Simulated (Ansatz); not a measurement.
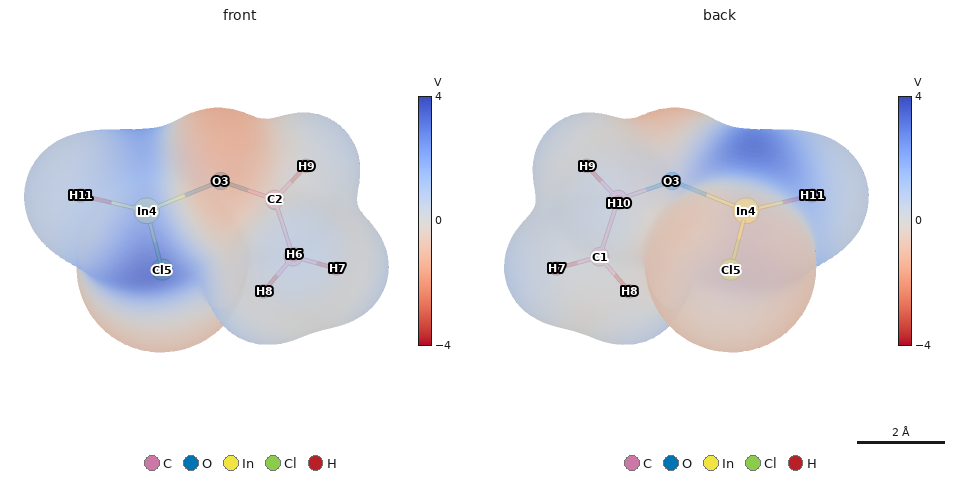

*C2H6ClInO (SMILES CC[O][InH][Cl]). The molecular electrostatic potential painted on the density surface at 0.002 e/bohr³, seen from the front and from behind; red is negative and blue positive.*

Geometry: PBE0-D4/def2-TZVP; core potentials replace the inner electrons of In.

All numbers below come from Ansatz, RKS PBE0-D4/def2-TZVPP.

```yaml
atoms:
  - { symbol: C, position_ang: [-0.8419, 0.9194, 0.8083] }
  - { symbol: C, position_ang: [-0.8964, -0.4324, 0.1313] }
  - { symbol: O, position_ang: [0.2958, -1.1643, 0.3106] }
  - { symbol: In, position_ang: [1.9057, -0.8535, -0.7729] }
  - { symbol: Cl, position_ang: [1.4495, 0.6563, -2.4932] }
  - { symbol: H, position_ang: [-0.6016, 0.8069, 1.8678] }
  - { symbol: H, position_ang: [-1.8020, 1.4359, 0.7235] }
  - { symbol: H, position_ang: [-0.0813, 1.5547, 0.3432] }
  - { symbol: H, position_ang: [-1.7043, -1.0333, 0.5669] }
  - { symbol: H, position_ang: [-1.1332, -0.3001, -0.9330] }
  - { symbol: H, position_ang: [3.4097, -1.5895, -0.5522] }
```

> Which sites attract a positive test charge, and which a negative one?

A positive charge is drawn to the negative regions and a negative charge to the positive ones. The most negative region (about −1.4 V) lies over O3, the most positive (about +3.2 V) over In4. O3 is the likeliest acceptor of a hydrogen bond.
